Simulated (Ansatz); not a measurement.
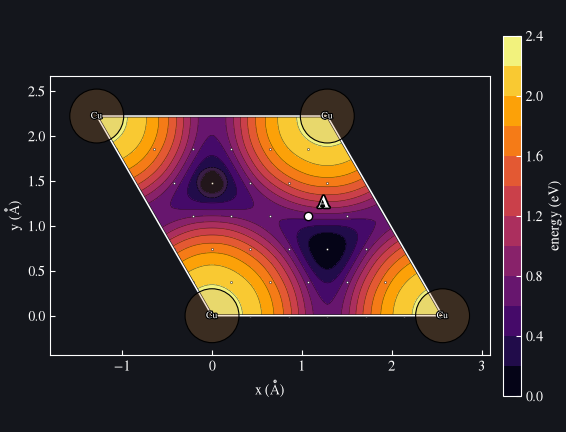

N on a Cu(111) slab cut from the Fm-3m phase, its upper half relaxed before the scan (12 atoms of substrate and one adsorbate in a 2 × 2 cell). 
- N is moved over the surface cell; relaxed at each place: the height of the adsorbate's atoms; substrate rigid; the origin of the map has the adsorbate above Cu9.
- Places are given modulo a cell vector. The map is drawn in real space over the plane of the surface.
- The scan uses a 6 × 6 grid; 10 points were computed and 26 follow by symmetry.
- Places are given in fractions of the 1 × 1 surface cell.
- All energies are given in eV relative to the lowest grid point.
- The calculation used Ansatz 0.2.0, DFT PBE, scalar-relativistic, plane waves, PAW. Settings: cutoff 420 eV, k-mesh 6×6×1, gaussian smearing 0.1 eV, no spin polarisation.

In the figure: filled contours, dots at the grid points, labelled circles for the atoms of the top layer and small ones for the second layer, the outline of one cell of the plane, the point A. Between grid points the surface is interpolated.

Q: Which way does the force act at A, and how strong is it?

A: A, at (4/6, 3/6) of the cell vectors, is not a stationary point. The computed force is 2.8 eV/Å in the plane, pointing down in the picture (components −0.2 and −2.8 eV/Å).
